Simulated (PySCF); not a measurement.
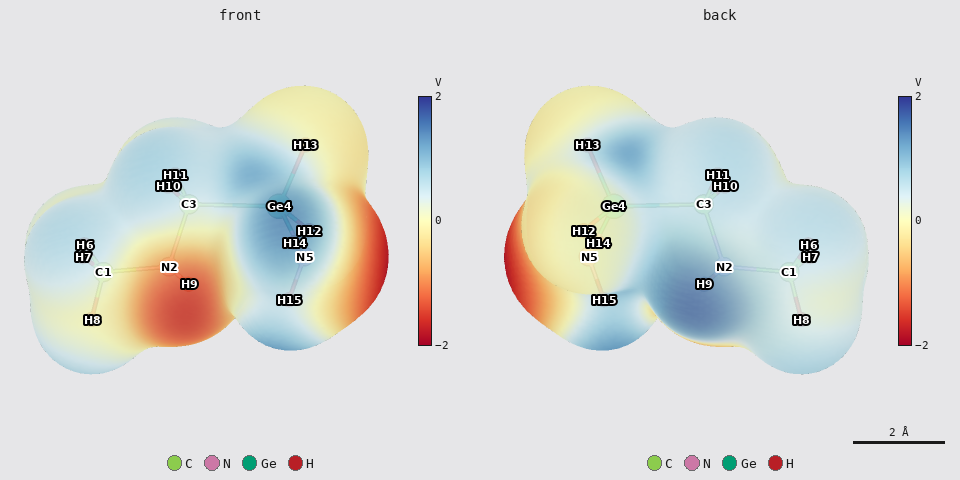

C₂H₁₀GeN₂. The molecular electrostatic potential painted on the density surface at 0.002 e/bohr³, seen from the front and from behind; the colour scale runs from red (negative) to blue (positive).

Geometry: GFN2-xTB.

These are results of PySCF, wB97X-D/def2-SVPD, SCF density, gas phase, not measurements.

```yaml
atoms:
  - { symbol: C, position_ang: [2.2922, 0.4666, 0.0866] }
  - { symbol: N, position_ang: [0.9483, 0.1365, -0.3446] }
  - { symbol: C, position_ang: [0.1366, -0.4329, 0.7153] }
  - { symbol: Ge, position_ang: [-1.6906, -0.7282, -0.0308] }
  - { symbol: N, position_ang: [-2.4210, 0.7422, -0.8011] }
  - { symbol: H, position_ang: [2.8333, -0.3896, 0.5180] }
  - { symbol: H, position_ang: [2.2311, 1.2477, 0.8456] }
  - { symbol: H, position_ang: [2.8582, 0.8485, -0.7621] }
  - { symbol: H, position_ang: [1.0016, -0.5348, -1.1079] }
  - { symbol: H, position_ang: [0.0814, 0.2975, 1.5274] }
  - { symbol: H, position_ang: [0.5706, -1.3495, 1.1405] }
  - { symbol: H, position_ang: [-1.6380, -1.7472, -1.1373] }
  - { symbol: H, position_ang: [-2.6787, -1.1882, 1.0055] }
  - { symbol: H, position_ang: [-2.6888, 1.4778, -0.1612] }
  - { symbol: H, position_ang: [-1.8406, 1.1615, -1.5159] }
```

Where is the surface potential most negative and most positive?

Answer. The most negative region (about −1.8 V) lies over N5, the most positive (about +1.4 V) over H9 and H14. N5 is the likeliest acceptor of a hydrogen bond.
